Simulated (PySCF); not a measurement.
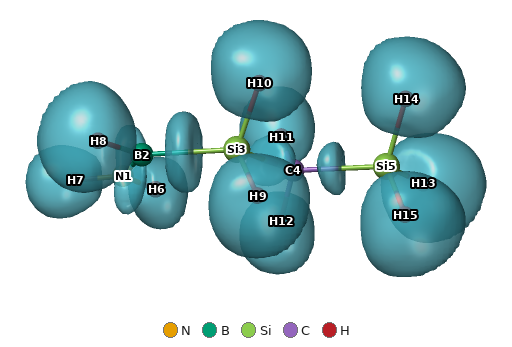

Figure. CH10BNSi2. Isosurface of the ELF at 0.85 (cyan), seen from one side. Only the valence region is drawn (cores and ρ < 0.01 e/Å³ removed).

Geometry: GFN2-xTB.

Method: PBE0/pcSseg-1, SCF density, gas phase, non-relativistic (PySCF 2.14.0).

```json
{"atom": "N", "x (Å)": "-2.5873", "y (Å)": "-0.8960", "z (Å)": "0.0390"}
{"atom": "B", "x (Å)": "-2.2904", "y (Å)": "0.3587", "z (Å)": "-0.4534"}
{"atom": "Si", "x (Å)": "-0.4251", "y (Å)": "0.9600", "z (Å)": "-0.5815"}
{"atom": "C", "x (Å)": "0.7990", "y (Å)": "-0.4293", "z (Å)": "-0.0778"}
{"atom": "Si", "x (Å)": "2.6381", "y (Å)": "0.0096", "z (Å)": "-0.1716"}
{"atom": "H", "x (Å)": "-1.8878", "y (Å)": "-1.5543", "z (Å)": "0.3451"}
{"atom": "H", "x (Å)": "-3.5206", "y (Å)": "-1.2637", "z (Å)": "0.1378"}
{"atom": "H", "x (Å)": "-3.2105", "y (Å)": "1.0196", "z (Å)": "-0.7751"}
{"atom": "H", "x (Å)": "-0.0920", "y (Å)": "2.1145", "z (Å)": "0.2823"}
{"atom": "H", "x (Å)": "-0.0014", "y (Å)": "1.3944", "z (Å)": "-1.9305"}
{"atom": "H", "x (Å)": "0.6168", "y (Å)": "-1.3014", "z (Å)": "-0.7095"}
{"atom": "H", "x (Å)": "0.5703", "y (Å)": "-0.7454", "z (Å)": "0.9422"}
{"atom": "H", "x (Å)": "3.4497", "y (Å)": "-1.1485", "z (Å)": "0.2316"}
{"atom": "H", "x (Å)": "3.0015", "y (Å)": "0.3712", "z (Å)": "-1.5421"}
{"atom": "H", "x (Å)": "2.9353", "y (Å)": "1.1186", "z (Å)": "0.7359"}
```

Q: Describe the localisation domains.

A: The surface consists of one region between bonded B–N atoms (shared pairs), one region between bonded B–Si atoms (shared pairs), two regions between bonded C–Si atoms (shared pairs) and ten regions around hydrogen nuclei.

Values along the shortest contacts:
B–N (1.38 Å): the ELF peaks at about 0.90 between the atoms; a short, strongly polar bond. C–Si (1.89 Å): the ELF peaks at about 0.95 between the atoms; localised, covalent bonding.
